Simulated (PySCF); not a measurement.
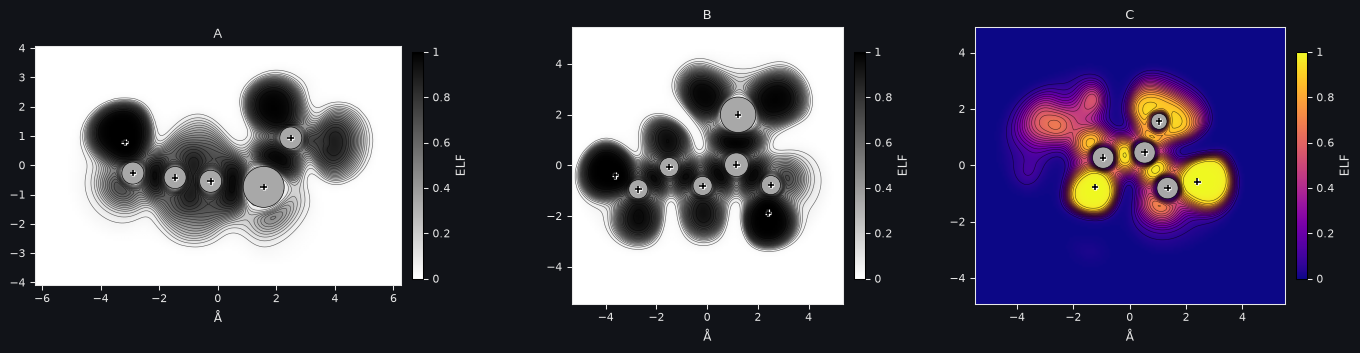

The ELF of 3 systems, each on a plane through atoms (crosses mark nuclei in the plane; grey discs cover the cores).

Method: PBE0/pcSseg-1, SCF density, gas phase, non-relativistic in PySCF 2.14.0.

System 1: C₆H₁₇BSi (SMILES CCCB(C)[SiH2]CC), the plane of atoms C5, B4 and Si6. Geometry: GFN2-xTB.

```yaml
atoms:
  - { symbol: C, position_ang: [2.5883, 1.1564, 1.6035] }
  - { symbol: C, position_ang: [1.5481, 0.1503, 1.1226] }
  - { symbol: C, position_ang: [1.4297, 0.1199, -0.4031] }
  - { symbol: B, position_ang: [0.2912, -0.7786, -1.0245] }
  - { symbol: C, position_ang: [0.3271, -1.0167, -2.5843] }
  - { symbol: Si, position_ang: [-1.2318, -1.4855, 0.0071] }
  - { symbol: C, position_ang: [-2.6427, -0.1865, 0.0774] }
  - { symbol: C, position_ang: [-2.2025, 1.1621, 0.6295] }
  - { symbol: H, position_ang: [2.3256, 2.1639, 1.2844] }
  - { symbol: H, position_ang: [3.5724, 0.9176, 1.2024] }
  - { symbol: H, position_ang: [2.6523, 1.1535, 2.6898] }
  - { symbol: H, position_ang: [0.5804, 0.4051, 1.5578] }
  - { symbol: H, position_ang: [1.8204, -0.8467, 1.4791] }
  - { symbol: H, position_ang: [2.4100, -0.1278, -0.8246] }
  - { symbol: H, position_ang: [1.2334, 1.1428, -0.7527] }
  - { symbol: H, position_ang: [0.1925, -2.0681, -2.8372] }
  - { symbol: H, position_ang: [1.2320, -0.6694, -3.0802] }
  - { symbol: H, position_ang: [-0.5153, -0.5007, -3.0479] }
  - { symbol: H, position_ang: [-1.8693, -2.6844, -0.5789] }
  - { symbol: H, position_ang: [-0.9690, -1.8853, 1.4051] }
  - { symbol: H, position_ang: [-3.4580, -0.5694, 0.6907] }
  - { symbol: H, position_ang: [-3.0495, -0.0422, -0.9245] }
  - { symbol: H, position_ang: [-3.0315, 1.8702, 0.6348] }
  - { symbol: H, position_ang: [-1.8464, 1.0587, 1.6523] }
  - { symbol: H, position_ang: [-1.3981, 1.5851, 0.0307] }
```

System 2: C₆H₉FOSi, the plane of atoms C2, C1 and H10. Geometry: PBE0-D3(BJ)/def2-SVP.

```xyz
18

C     3.8374    0.5520    0.4201
C     2.5341    0.0619    0.0159
C     1.4351   -0.3422   -0.3265
Si   -0.2060   -0.9458   -0.8381
O    -1.0404    0.2031   -1.7335
C    -2.2006    0.6849   -1.0791
C    -2.0651    0.4226    0.4228
C    -1.4712   -0.9671    0.5928
F    -2.4433   -1.9232    0.3149
H     3.8570    0.7815    1.4969
H     4.0952    1.4719   -0.1276
H     4.6214   -0.1946    0.2173
H    -0.0721   -2.2285   -1.5741
H    -2.3147    1.7593   -1.2944
H    -3.0913    0.1653   -1.4750
H    -3.0271    0.5159    0.9525
H    -1.3631    1.1509    0.8645
H    -1.0904   -1.1396    1.6116
```

System 3: C₅H₁₃NO₂Si₂, the plane of atoms C5, C4 and O6. Geometry: GFN2-xTB.

```xyz
23

C    -0.6343    2.6105    1.7166
C    -1.0091    1.9255    0.6510
C    -0.5686    0.5387    0.3488
C    -1.6105   -0.2549   -0.3499
C    -1.7523   -1.6835    0.1030
O    -2.2540    0.1990   -1.2790
Si    0.8459    0.6743   -0.9710
O     0.1733    1.0661   -2.3863
N     1.5858   -0.8851   -1.0958
Si    2.4920   -1.7807    0.0834
H     0.0329    2.1928    2.4533
H    -0.9781    3.6139    1.8977
H    -1.6782    2.3597   -0.0795
H    -0.2056    0.0359    1.2420
H    -2.0160   -1.7160    1.1582
H    -0.7947   -2.1855   -0.0257
H    -2.5164   -2.1919   -0.4799
H     1.7553    1.7481   -0.5930
H    -0.7873    1.0043   -2.4452
H     1.7796   -1.1465   -2.0500
H     2.5787   -3.1403   -0.4511
H     3.8266   -1.2139    0.2995
H     1.7302   -1.7435    1.3324
```

### Which map belongs to which system?

Panel A is system 2, C₆H₉FOSi: the plane holds C, Si and H. C–C (1.22 Å): the ELF peaks at about 0.85 between the atoms (a multiple bond). Panel B is system 1, C₆H₁₇BSi: the plane holds C, B, Si and H. C–C (1.52 Å): the ELF peaks at about 0.95 between the atoms (a covalent bond). Panel C is system 3, C₅H₁₃NO₂Si₂: the plane holds C, O and H. C–O (1.22 Å): the ELF peaks at about 0.85 between the atoms (a multiple bond).
